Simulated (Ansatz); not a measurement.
# AlClFH4OP: what the fields show

Input file:

```
crystal:
  periodic: [false, false, false]
  atoms:
    - { symbol: Al, position_ang: [-0.052066, -0.47072, -0.302961] }
    - { symbol: F, position_ang: [-0.168556, -0.560207, 1.377622] }
    - { symbol: O, position_ang: [1.44548, -0.607167, -1.10479] }
    - { symbol: H, position_ang: [2.29653, -0.679956, -0.640807] }
    - { symbol: Cl, position_ang: [-1.822824, -0.425977, -1.431844] }
    - { symbol: P, position_ang: [-0.489597, 2.683137, 1.092953] }
    - { symbol: H, position_ang: [-1.775105, 3.121128, 1.567027] }
    - { symbol: H, position_ang: [0.261044, 3.461135, 2.041501] }
    - { symbol: H, position_ang: [-0.480407, 1.487025, 1.874999] }
basis:
  gaussian: { orbitals: def2-SVP }
hamiltonian:
  xc: blyp
relax:
  f_tol: 0.03
  max_steps: 50
output:
  orbitals: {}
```

Command:

```sh
ansatz run input.yaml --threads 2 --pin off --max-ram 3072MiB --backend cpu --events-out ev --progress --plain --runs-dir out
```

The fields are those of the run's last geometry, not of the input's.

Theory: Ansatz 0.2.0, RKS BLYP/def2-SVP.

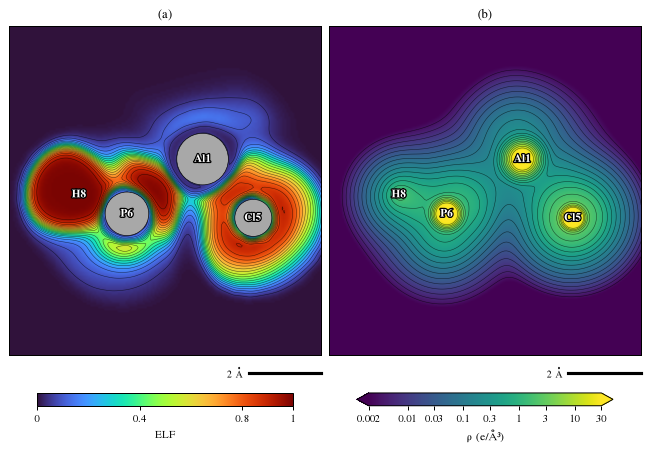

Figure 1. (a) electron localisation function; (b) total electron density on the plane of atoms Al1, P6 and H8. Grey discs cover the atomic cores in the ELF map.

### Read the bonding off the picture.

- Atoms in the plane: Al, Cl, P and H.
- Al–Cl (2.14 Å): ρ is about 0.66 e/Å³ halfway; the ELF peaks at about 0.90 in the valence shell of Cl, 0.9 Å from its nucleus, and is about 0.80 at the midpoint.
- Al–P (2.57 Å): the density is about 0.36 e/Å³ at the midpoint, with its minimum of 0.23 e/Å³ about 0.9 Å from Al; the ELF peaks at about 1 between the atoms: localised, covalent bonding.
- P–H (1.43 Å): the density is about 1.1 e/Å³ at the midpoint; the ELF climbs to about 1 towards the hydrogen, as it does in any bond to H.
- The ELF also peaks beside Cl5, away from the bonds: lone-pair regions.

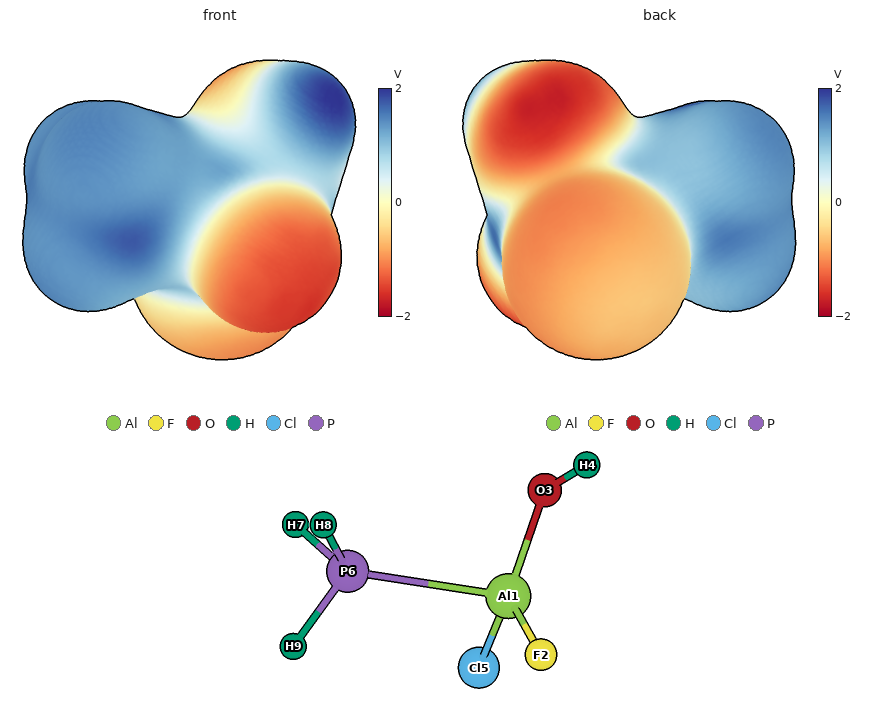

Figure 2. The electrostatic potential painted on the density surface at 0.002 e/bohr³, seen from the front and from behind; red is negative and blue positive. The bare structure is drawn below in the same view.

### Where is the surface potential most negative and most positive?

The most negative region (about −1.7 V) lies over O3, the most positive (about +1.9 V) over H4. O3 is the likeliest acceptor of a hydrogen bond.

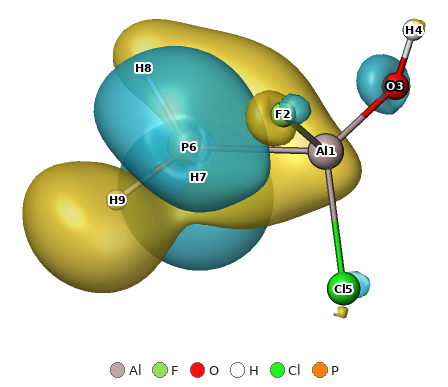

Figure 3. One frontier orbital at ±0.08 Å⁻³ᐟ² (yellow and cyan are the two phases), seen at a tilt.

### Which orbital is it: HOMO or LUMO?

The LUMO, at −0.98 eV. Its weight (Hirshfeld) is mainly on P6 (about 50 %), H7 (about 20 %) and H9 (about 15 %).
